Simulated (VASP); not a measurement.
```xyz
2
Lattice="0.0000 2.2662 2.2662 2.2662 0.0000 2.2662 2.2662 2.2662 0.0000" Properties=species:S:1:pos:R:3 pbc="T T T"
Ti     0.0000     0.0000     0.0000
B      2.2662     2.2662     2.2662
```

The numbers are results of PBE GGA, VASP's PBE PAW potentials (set 64) (plane waves; VASP), not measurements. Run with 520 eV cut-off, 16×16×16 Γ-centred mesh, tetrahedra with Blöchl corrections, potentials Ti_sv B.

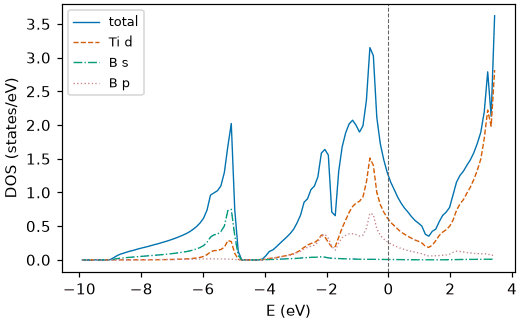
Figure. Total and projected density of states, zero at the Fermi level

Within 2 eV below the Fermi level the largest weight inside VASP's projection spheres is Ti d, then B p.

It has no gap at this level: it comes out as a metal or semimetal.

The structure was generated: TiB was put into the rock salt type (Fm-3m), which need not be its known phase. It was relaxed first, which changed the volume by -36 %. The electron count is odd and the run is not spin-polarised, which forces a metal.
